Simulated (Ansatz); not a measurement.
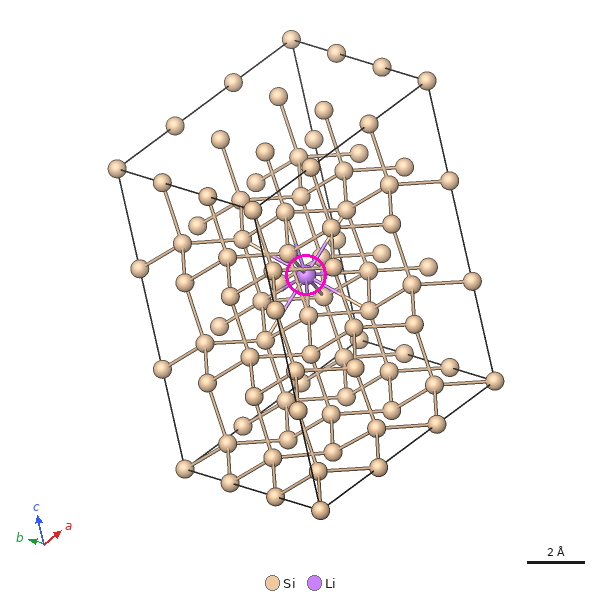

Ball-and-stick representation of a periodic structure, projected from a general direction. Thin lines show the supercell, with boundary atoms drawn in all their periodic places. The host is Si, in a cell of 54 sites, and the cell is neutral. A ring marks the defect's site.

Q: Which defect is modelled here, and what are its neighbours?

A: An interstitial lithium atom. It is bonded to ten Si at about 2.4 to 2.8 Å.

The numbers come from Ansatz, DFT PBE, scalar-relativistic, plane waves, PAW, using a 420 eV plane-wave basis, Brillouin-zone sampling on a 2×2×2 mesh, Gaussian smearing of 0.01 eV, collinear spins.

Q: Does the cell have a net magnetic moment?

A: No net moment.

The atoms were relaxed in the host's cell with DFT PBE, scalar-relativistic, plane waves, PAW in Ansatz.
